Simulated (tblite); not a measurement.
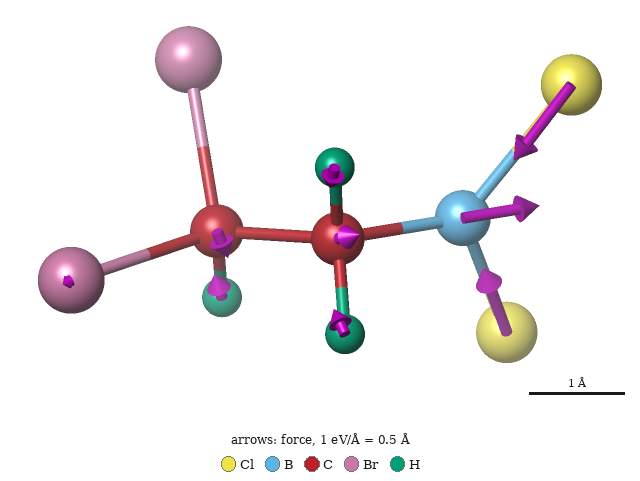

Starting geometry of C$_{2}$H$_{3}$BBr$_{2}$Cl$_{2}$ with the computed forces as purple arrows. The picture is a ball-and-stick view, seen at a tilt.

These are results of GFN2-xTB geometry optimisation, gas phase in tblite 0.8.0, not measurements. 

**Is this structure relaxed? If not, where do the atoms go?**

It isn't relaxed: the largest force vector, on a Cl atom, is 2.08 eV/Å. The final displacements have little in common with the starting forces (cosine between the two patterns 0.29). A Cl atom moves most after the best rigid fit: 0.87 Å. By element the largest moves are Cl 0.87 Å, Br 0.45 Å, H 0.29 Å, C 0.12 Å, B 0.07 Å. Some distances before and after: B–Cl 1.849 → 1.711 Å, C–H 1.116 → 1.097 Å, Br–C 1.937 → 1.956 Å, B–C 1.593 → 1.603 Å. Bond angles that change, for instance: Br–C–H 108.7° → 106.4°, C–C–H 110.5° → 112.7°. Groups turn about B–C by about 40°. Over 75 geometry steps the energy falls by 8.71 kcal/mol.
